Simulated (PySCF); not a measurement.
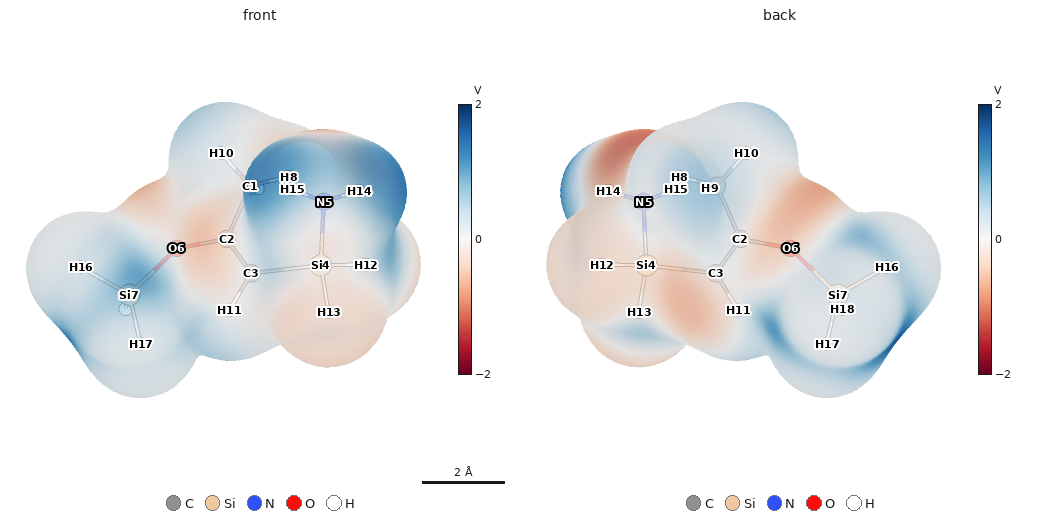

Figure. C$_{3}$H$_{11}$NOSi$_{2}$ (SMILES C/C(=C\[SiH2]N)O[SiH3]). The electrostatic potential painted on the density surface at 0.002 e/bohr³, seen from the front and from behind; the colour scale runs from red (negative) to blue (positive).

Geometry: GFN2-xTB.

The calculation used PySCF, PBE/pcSseg-1, SCF density, gas phase, non-relativistic.

The calculation's input:

```
{"job": {"kind": "nmr", "xc": "PBE", "basis": "pcSseg-1", "pop": false}, "charge": 0, "multiplicity": 1}
C      0.055466    -1.448557     1.022381
C      0.554337    -0.253986     0.269222
C     -0.127832     0.412514    -0.656647
Si    -1.844754     0.020868    -1.285917
N     -2.901474    -0.099059     0.078134
O      1.812704     0.079648     0.649155
Si     3.009365     1.100046     0.279634
H     -0.985249    -1.639900     0.789860
H      0.656006    -2.319669     0.761486
H      0.168351    -1.277987     2.092293
H      0.379890     1.246596    -1.121894
H     -1.953223    -1.288568    -1.939113
H     -2.197806     1.074084    -2.255305
H     -3.870790    -0.316590    -0.089283
H     -2.834781     0.604506     0.796767
H      3.260344     1.821379     1.524752
H      2.700005     2.045428    -0.794223
H      4.119442     0.239247    -0.121302
```

Command:

```sh
OMP_NUM_THREADS=1 python ens_run.py task.json out
```

**Which sites attract a positive test charge, and which a negative one?**

A positive charge is drawn to the negative regions and a negative charge to the positive ones. The most negative region (about −1.1 V) lies over N5, the most positive (about +1.6 V) over Si7. N5 is the likeliest acceptor of a hydrogen bond.
